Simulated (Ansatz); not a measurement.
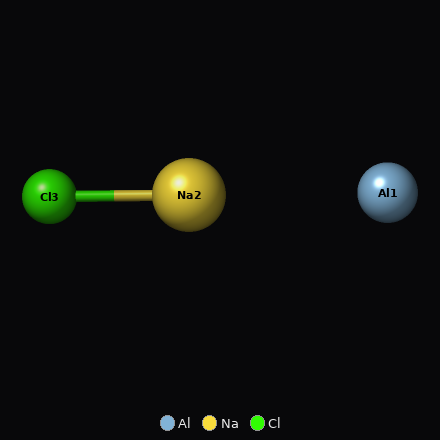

The system is Al + NaCl, spin multiplicity 2; the picture shows the reference structure. First axis: distance Al1–Na2. Second axis: distance Na2–Cl3. Nothing is relaxed (the angle Al1–Na2–Cl3 is fixed at 180 degrees). The scan uses a 17 × 17 grid. Points are written as (first, second). All energies are given in kJ/mol relative to the lowest grid point. Computed with UHF/def2-SVPD in Ansatz 0.2.0.

Its coordinates:

```yaml
atoms:
  - { symbol: Al, position_ang: [-3.5250, 0.0000, 0.0000] }
  - { symbol: Na, position_ang: [0.0000, 0.0000, 0.0000] }
  - { symbol: Cl, position_ang: [2.4740, 0.0000, 0.0000] }
```

Range: distance Al1–Na2 from 2.296 to 4.296 Å; distance Na2–Cl3 from 2.144 to 4.144 Å.

What landscape does the calculation give?

The lowest grid point is at (3.525 Å, 2.474 Å). It is the only kind of minimum in the scanned range. The highest grid point, (2.296 Å, 4.144 Å), lies 323 kJ/mol above the lowest.

```csv
"distance Na2–Cl3 ↓, distance Al1–Na2 →",2.350,2.523,2.737,2.979,3.243,3.525,3.823,4.135
4.144,301,247,207,183,172,170,173,178
3.825,273,219,179,155,144,141,144,149
3.520,241,188,148,124,113,110,113,118
3.230,208,155,115,91,80,77,79,84
2.956,176,122,82,58,47,44,46,50
2.703,148,94,54,30,18,15,17,21
2.474,133,80,39,15,3,0,2,5
2.278,141,88,47,22,11,7,8,12
2.144,168,115,74,49,37,34,35,38
```

The table holds every second grid line.

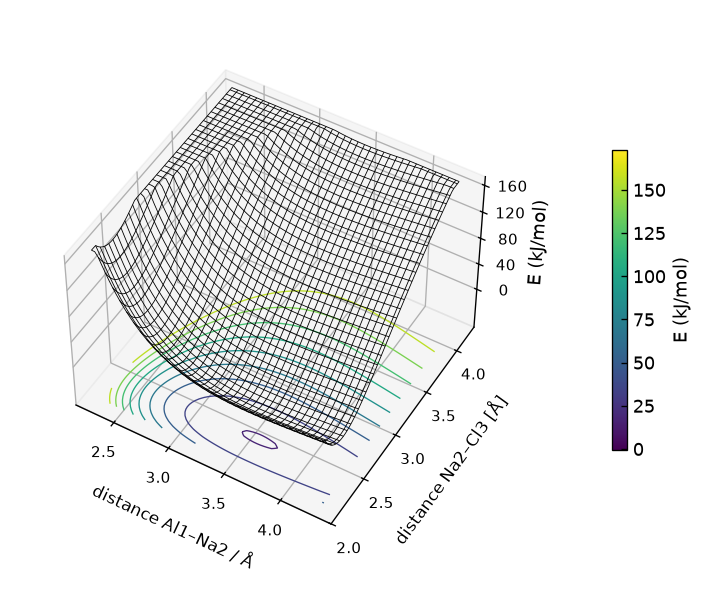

Drawn: a relief with its contours projected below, any walls above the top of the colour scale cut off. Between grid points the surface is interpolated.

Each point was launched as `ansatz run input.yaml --threads 1 --pin off --max-ram 2560MiB --backend cpu --events-out ev --progress --plain --runs-dir out`. The whole map (289 points run) took 28 min on 1 thread of Arm Neoverse N1, with other jobs on the host.
